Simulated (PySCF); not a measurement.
# CrH4N2 (Cr(NH2)2): the cost of one run

Computed with PySCF 2.14.0, with density-fitted response routines of our own, on a single molecule in the gas phase. Atoms are numbered from 0 throughout.

### Step 1. Starting geometry

7 atoms, charge 0, multiplicity 5; geometry from: GFN2-xTB. The atoms were then displaced at random by about 0.03 Å, so the start is not that level's minimum.

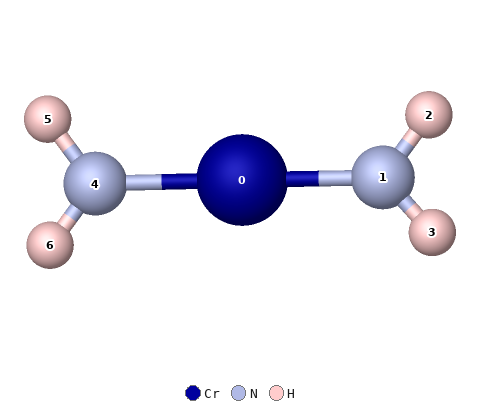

The starting geometry (chromium blue, nitrogen light blue, hydrogen pink), atoms numbered.

### Step 2. Relaxing the molecule at PBE0-D3(BJ)/def2-SVP

What the job is given:

```
{"job": {"xc": "PBE0", "basis": "def2-SVP", "d3": "d3bj", "grid": 1, "maxiter": 40, "shake": 0.03, "kind": "geom"}, "charge": 0, "multiplicity": 5}
Cr     0.062700    -0.079300     0.012510
N     -0.016770    -0.029720     1.812430
H      0.552410     0.505030     2.415540
H     -0.513070    -0.546190     2.423670
N     -0.007700    -0.005970    -1.850520
H      0.598580     0.571100    -2.439620
H     -0.584300    -0.516970    -2.442570
```

Run with:

```bash
$ OMP_NUM_THREADS=1 python probes_run.py task.json out
```

The driver reads the jobs from task.json and runs them one after another.

Q: Estimate the wall time and peak memory of this first job on 1 thread of Intel Xeon Platinum 8259CL at 2.50GHz, shared host.

About 65 s, with a peak of 0.34 GiB.
